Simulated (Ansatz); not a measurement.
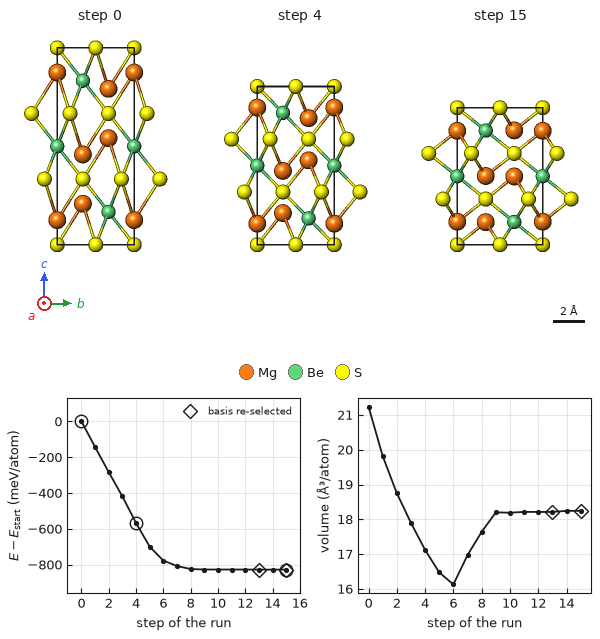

Frames of a relaxation of a crystal of Mg₂BeS₃ (built on the Mg2SiNi3-166 type type), marked on the history of the run. A ball-and-stick model of the conventional cell (3 times the calculation's cell), seen along the a axis. Lengths and directions refer to the drawn axes.

Method: DFT, PBEsol, plane waves, PAW (Ansatz).

Input file:
```yaml
crystal:
  lattice:
    - [2.92018828, 1.68597149, 4.31359647]
    - [-2.92018828, 1.68597149, 4.31359647]
    - [0.0, -3.37194298, 4.31359647]
  atoms:
    - { symbol: Mg, position: [0.125311, 0.125311, 0.125311] }
    - { symbol: Mg, position: [0.874689, 0.874689, 0.874689] }
    - { symbol: Be, position: [0.5, 0.5, 0.5] }
    - { symbol: S, position: [0.5, 0.5, 0.0] }
    - { symbol: S, position: [0.5, 0.0, 0.5] }
    - { symbol: S, position: [0.0, 0.5, 0.5] }
kpoints:
  mp_grid: { grid: [4, 4, 4] }
hamiltonian:
  xc: pbesol
scf:
  occupations: { method: fermi_dirac, width: 0.03 }
relax:
  f_tol: 0.01
  cell: {}
  max_steps: 120
```

Launched with:
```bash
ansatz run input.yaml --threads 2 --pin off --max-ram 2211MiB --backend cpu --events-out ev --progress --plain --runs-dir out
```

> What happens along the run?

The energy falls by 828 meV per atom in 13 accepted moves (15 points after the start). The largest force component goes from 0.12 to 0.00026 eV/Å. Pressure: −9.57 GPa at the start and 0.00 GPa at the end. The SCF was repeated twice at an unchanged geometry on a basis and grid sized afresh for the cell, which shifted the energy by 0.5 meV per atom at most. The largest moves relative to the cell, 0.39 Å, are those of Mg1 and Mg2. Mg2 goes along −c. S and Be stay in place. The drawn cell changes as follows: a = b 5.840 → 6.489 Å (+11.1 %), c 12.941 → 9.005 Å (−30.4 %); the volume changes by −14.1 %. Among the contacts that change: Mg1–S4 3.176 → 2.391 Å, Be3–S4 2.738 → 2.400 Å, S4–S5 2.920 → 3.245 Å. The space group stays R-3m (No. 166). From step 0 to 4: Mg atoms move most (0.08 Å), volume −19.4 %, energy −567 meV per atom. From step 4 to 15: Mg atoms move most (0.32 Å), volume +6.6 %, energy −260 meV per atom.

```json
{"step": "0", "E − E(0), meV/atom": "0.00", "largest force component, eV/Å": "0.1191", "pressure, GPa": "-9.57", "volume, Å³/atom": "21.237", "note": ""}
{"step": "1", "E − E(0), meV/atom": "-143.36", "largest force component, eV/Å": "0.1934", "pressure, GPa": "-8.19", "volume, Å³/atom": "19.816", "note": ""}
{"step": "2", "E − E(0), meV/atom": "-283.57", "largest force component, eV/Å": "0.3933", "pressure, GPa": "-6.76", "volume, Å³/atom": "18.750", "note": ""}
{"step": "3", "E − E(0), meV/atom": "-419.08", "largest force component, eV/Å": "0.5648", "pressure, GPa": "-5.09", "volume, Å³/atom": "17.897", "note": ""}
{"step": "4", "E − E(0), meV/atom": "-567.35", "largest force component, eV/Å": "0.6905", "pressure, GPa": "-2.27", "volume, Å³/atom": "17.120", "note": ""}
{"step": "5", "E − E(0), meV/atom": "-699.71", "largest force component, eV/Å": "0.7816", "pressure, GPa": "0.53", "volume, Å³/atom": "16.473", "note": ""}
{"step": "6", "E − E(0), meV/atom": "-777.08", "largest force component, eV/Å": "0.4369", "pressure, GPa": "3.94", "volume, Å³/atom": "16.128", "note": ""}
{"step": "7", "E − E(0), meV/atom": "-807.53", "largest force component, eV/Å": "0.5875", "pressure, GPa": "1.59", "volume, Å³/atom": "16.972", "note": ""}
{"step": "8", "E − E(0), meV/atom": "-824.12", "largest force component, eV/Å": "0.1876", "pressure, GPa": "1.83", "volume, Å³/atom": "17.640", "note": ""}
{"step": "9", "E − E(0), meV/atom": "-826.91", "largest force component, eV/Å": "0.0603", "pressure, GPa": "-0.18", "volume, Å³/atom": "18.199", "note": ""}
{"step": "10", "E − E(0), meV/atom": "-826.99", "largest force component, eV/Å": "0.0160", "pressure, GPa": "-0.01", "volume, Å³/atom": "18.190", "note": ""}
{"step": "11", "E − E(0), meV/atom": "-827.00", "largest force component, eV/Å": "0.0011", "pressure, GPa": "-0.01", "volume, Å³/atom": "18.213", "note": ""}
{"step": "12", "E − E(0), meV/atom": "-827.00", "largest force component, eV/Å": "0.0011", "pressure, GPa": "0.00", "volume, Å³/atom": "18.212", "note": ""}
{"step": "13", "E − E(0), meV/atom": "-827.52", "largest force component, eV/Å": "0.0008", "pressure, GPa": "0.06", "volume, Å³/atom": "18.212", "note": "same geometry, new basis"}
{"step": "14", "E − E(0), meV/atom": "-827.52", "largest force component, eV/Å": "0.0003", "pressure, GPa": "0.00", "volume, Å³/atom": "18.243", "note": ""}
{"step": "15", "E − E(0), meV/atom": "-827.52", "largest force component, eV/Å": "0.0003", "pressure, GPa": "0.00", "volume, Å³/atom": "18.243", "note": "same geometry, new basis"}
```
